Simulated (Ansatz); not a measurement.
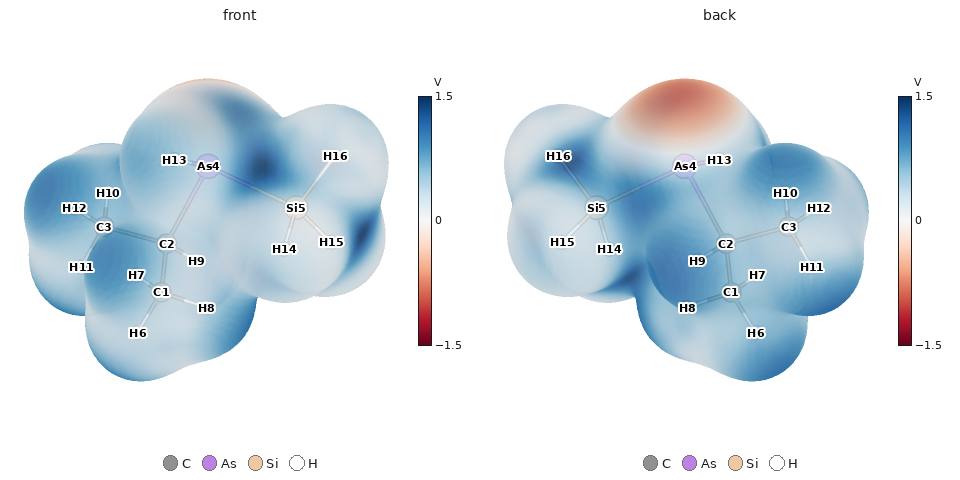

*C3H11AsSi. The electrostatic potential painted on the density surface at 0.004 e/bohr³, seen from the front and from behind; red is negative and blue positive.*

Geometry: PBE0-D4/def2-TZVP.

Computed with Ansatz 0.2.0, RKS PBE0-D4/def2-TZVPP.

The calculation's input:

```
crystal:
  periodic: [false, false, false]
  atoms:
    - {symbol: C, position_ang: [0.596136, -1.231030, -0.261370]}
    - {symbol: C, position_ang: [0.803375, 0.246845, 0.007099]}
    - {symbol: C, position_ang: [1.808510, 0.856957, -0.957875]}
    - {symbol: As, position_ang: [-0.855251, 1.359462, -0.049578]}
    - {symbol: Si, position_ang: [-2.266161, 0.051183, 1.319239]}
    - {symbol: H, position_ang: [1.554308, -1.761890, -0.232098]}
    - {symbol: H, position_ang: [0.158911, -1.391326, -1.250930]}
    - {symbol: H, position_ang: [-0.063312, -1.699820, 0.471380]}
    - {symbol: H, position_ang: [1.167674, 0.383331, 1.031319]}
    - {symbol: H, position_ang: [1.986115, 1.914178, -0.749724]}
    - {symbol: H, position_ang: [2.767736, 0.333140, -0.892411]}
    - {symbol: H, position_ang: [1.459727, 0.773713, -1.991615]}
    - {symbol: H, position_ang: [-1.405860, 0.757954, -1.339450]}
    - {symbol: H, position_ang: [-2.504147, -1.336347, 0.838251]}
    - {symbol: H, position_ang: [-1.652182, -0.020420, 2.673709]}
    - {symbol: H, position_ang: [-3.578481, 0.741670, 1.428456]}
basis:
  gaussian: {orbitals: def2-TZVPP}
hamiltonian: {xc: pbe0, dispersion: d4}
output: {orbitals: {seedname: orbitals}}
```

Run with:

```sh
ansatz run in.yaml --threads 4 --pin off --events-out ev --progress --plain --max-ram 11315MiB
```

Question: Which sites attract a positive test charge, and which a negative one?

Answer: A positive charge is drawn to the negative regions and a negative charge to the positive ones. The most negative region (about −0.8 V) lies over As4, the most positive (about +1.4 V) over Si5.
